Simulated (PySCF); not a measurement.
CH$_{4}$O, SMILES `CO`.

PySCF calculation, PBE0/aug-cc-pVDZ, gas phase; geometry: GFN2-xTB. No frequency check shows the geometry to be a minimum.

Geometry (Å), atoms numbered from 1:

```
C1       0.6597    0.0200    0.0001
O2      -0.7392   -0.1228   -0.0000
H3       1.0734   -0.9866   -0.0062
H4       1.0137    0.5436    0.8946
H5       1.0127    0.5544   -0.8889
H6      -1.1443    0.7507    0.0004
```

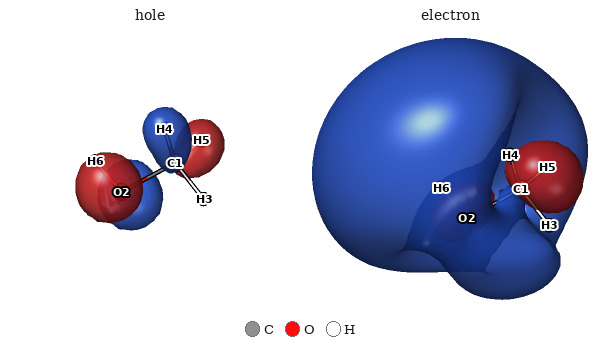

Leading natural transition orbital pair of S₁ (full linear response singlet states); the surfaces enclose about 70 % of each orbital's density.

Give its energy and the atoms that hole and electron lie on.

Answer. 6.42 eV (193 nm), f = 0.001 (very weak), diffuse (Rydberg-like) orbital; the leading pair carries 100 %; hole on O2 (66 %), C1 (14 %) and H4 and H5 (7 % each), electron on H6 (43 %), C1 (16 %) and O2 (16 %) (atom shares of so diffuse an orbital are rough); their centroids lie 1.2 Å apart. In canonical orbitals it is mainly HOMO → LUMO (93 %). The HOMO–LUMO gap is 7.82 eV.

Cost of the run: 52 s on 1 thread of Intel(R) Xeon(R) 6975P-C (Granite Rapids), on a shared host, peak memory 0.47 GiB.
